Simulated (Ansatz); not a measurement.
# CH6AlBSi: the cost of one run

Program: Ansatz 0.2.0 through its Python package. Level of theory: PBE0/6-31G*. These are calculated values, not measurements.

### 1 The structure

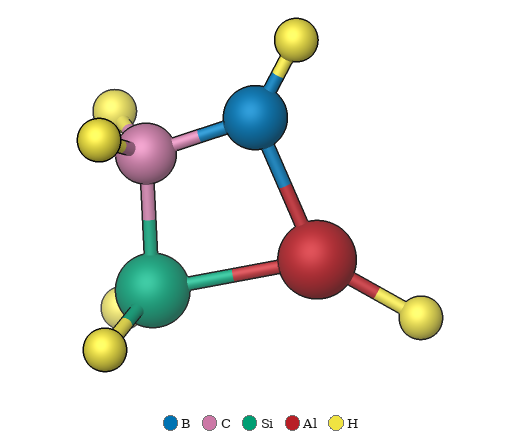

The structure that the script starts from, seen from a chosen angle (boron blue, carbon pink, silicon teal, aluminium red, hydrogen yellow).

No structure file is read: the coordinates are typed or built in the script.

### 2 Script

File spin_ch6albsi.py:

```python
"""Gap between spin states of CH6AlBSi at one geometry."""

import ansatz as az

mol = (
    az.Crystal.molecule()
    .atom("B", [0.3889, 1.3655, 0.3035])
    .atom("C", [0.362, -0.0417, 1.0014])
    .atom("Si", [-0.3339, -1.2646, -0.2369])
    .atom("Al", [-0.3885, 0.6297, -1.4928])
    .atom("H", [0.6522, 2.4909, 0.6135])
    .atom("H", [-0.2731, -0.0092, 1.9082])
    .atom("H", [1.4338, -0.3038, 1.2807])
    .atom("H", [0.7636, -2.1965, -0.6893])
    .atom("H", [-1.5922, -1.8083, 0.2337])
    .atom("H", [-0.9297, 1.0868, -2.919])
)

setup = (
    mol.calculation()
    .basis(gaussian="6-31G*")
    .functional("pbe0")
)
found = {}
for unpaired in [0, 2]:
    summary = setup.spin("collinear", total=unpaired).run(threads=1).report
    s = unpaired / 2
    found[unpaired] = summary["free_energy_ev"]
    print(f"2S+1 = {unpaired + 1}: E = {found[unpaired]:.5f} eV, <S^2> = {abs(summary['mean_field']['state']['spin_squared']):.3f} (pure state {s * (s + 1):.2f})")
lowest = min(found, key=found.get)
for unpaired, e in found.items():
    print(f"multiplicity {unpaired + 1}: {23.060548 * (e - found[lowest]):.1f} kcal/mol above the lowest")
```

### 3 The calls as engine input

The package turns the script's settings into the engine's input (first run):

```yaml
crystal:
  periodic: [false, false, false]
  atoms:
    - { symbol: B, position_ang: [0.3889, 1.3655, 0.3035] }
    - { symbol: C, position_ang: [0.362, -0.0417, 1.0014] }
    - { symbol: Si, position_ang: [-0.3339, -1.2646, -0.2369] }
    - { symbol: Al, position_ang: [-0.3885, 0.6297, -1.4928] }
    - { symbol: H, position_ang: [0.6522, 2.4909, 0.6135] }
    - { symbol: H, position_ang: [-0.2731, -0.0092, 1.9082] }
    - { symbol: H, position_ang: [1.4338, -0.3038, 1.2807] }
    - { symbol: H, position_ang: [0.7636, -2.1965, -0.6893] }
    - { symbol: H, position_ang: [-1.5922, -1.8083, 0.2337] }
    - { symbol: H, position_ang: [-0.9297, 1.0868, -2.919] }
basis:
  gaussian:
    orbitals: "6-31G*"
hamiltonian:
  xc: pbe0
magnetization:
  spin_polarized: true
  initial_magnetization: 0.0
```

### 4 Running it

On the command line:

```bash
$ python spin_ch6albsi.py
```

Q: Estimate wall time and peak memory on 1 thread of Arm Neoverse V2, shared host.

About 14 s, with a peak of 0.27 GiB.
